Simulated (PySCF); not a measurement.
# C4H5FO: the cost of one run

The runs use PySCF 2.14.0, with density-fitted response routines of our own; the level of theory stands in each step. All values are computed, except where a source is named. Atoms are numbered from 0 throughout.

## 1. Starting geometry

11 atoms, charge 0, multiplicity 1; geometry from: GFN2-xTB. The atoms were then displaced at random by about 0.01 Å, so the start is not that level's minimum.

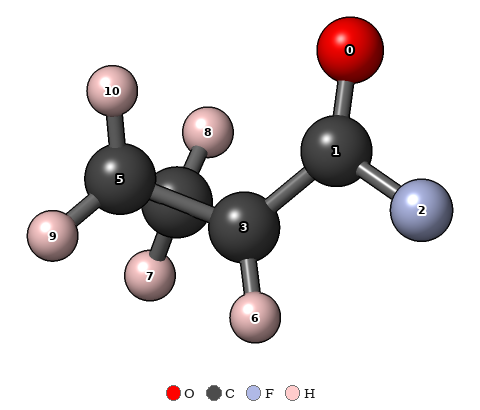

As it starts; oxygen red, carbon dark grey, fluorine light blue, hydrogen pink, atoms numbered.

## 2. Optimising the geometry at PBE0-D3(BJ)/def2-SVP

What the job is given:

```
{"job": {"xc": "PBE0", "basis": "def2-SVP", "d3": "d3bj", "grid": 1, "shake": 0.01, "kind": "geom"}, "charge": 0, "multiplicity": 1}
O      2.002900    -0.353740    -0.908310
C      1.517410    -0.037080     0.133990
F      2.348170     0.200870     1.181710
C      0.162650     0.140780     0.537920
C     -0.901850    -0.763140    -0.130890
C     -0.838060     0.678890    -0.500710
H     -0.000500     0.416380     1.576670
H     -1.697200    -1.099140     0.491460
H     -0.526490    -1.478880    -0.804330
H     -1.604150     1.345800    -0.141390
H     -0.424750     0.923430    -1.451790
```

Started as:

```sh
> OMP_NUM_THREADS=1 python probes_run.py task.json out
```

The driver reads the jobs from task.json and runs them one after another.

**Question.** How long does this first job take on 1 thread of Intel Xeon Platinum 8488C, shared host, and how much memory does it need?

About 45 s, with a peak of 0.46 GiB.
